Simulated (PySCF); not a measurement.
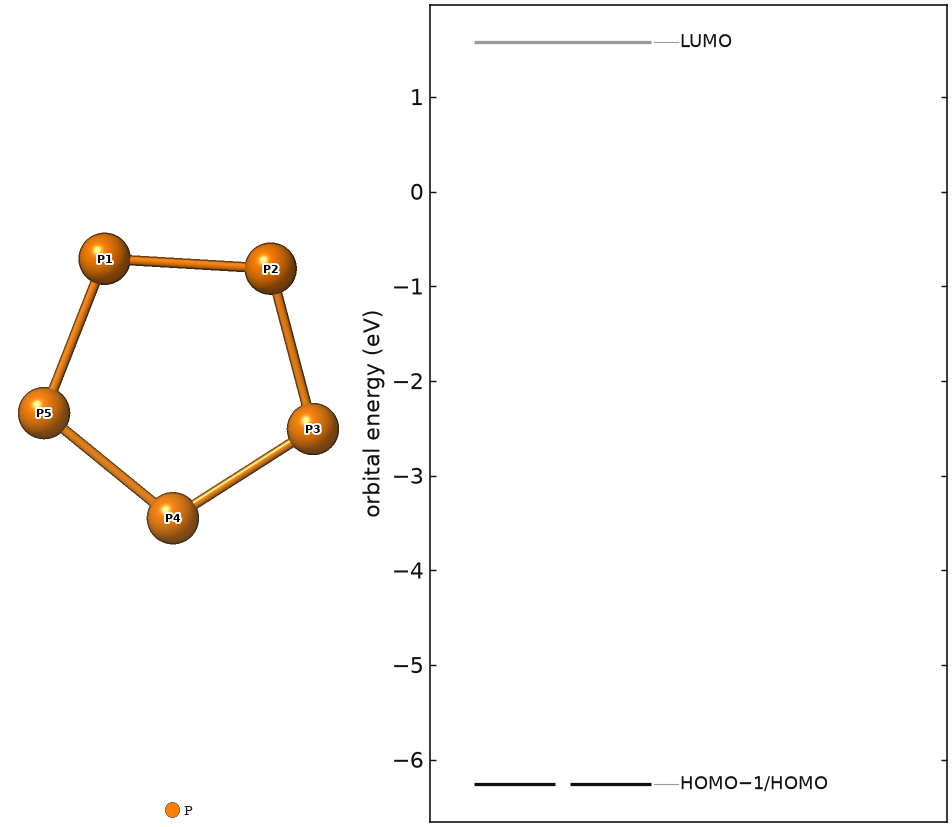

P₅⁻, SMILES p1pp[p-]p1. Kohn-Sham orbital energies near the frontier, ωB97X-D/def2-SVPD (IEF-PCM benzene), PySCF, at a PBE0-D3(BJ)/def2-SVP geometry (no frequency check); empty levels in grey, levels within 0.03 eV side by side.

### Where do the frontier orbitals lie?

HOMO at −6.26 eV, LUMO at 1.57 eV, 7.84 eV apart.

### Is the HOMO or the LUMO degenerate, or nearly so?

The HOMO is one of 2 levels that coincide within 0.005 eV and the LUMO stands alone.

### List the levels with the atoms that carry most of them (a dash for levels above zero or within 0.03 eV of another, where shares mean little).

```tsv
orbital	energy (eV)	Löwdin shares
LUMO	1.57	–
HOMO	−6.26	–
HOMO−1	−6.26	–
```

Note: empty levels above zero depend strongly on the basis.
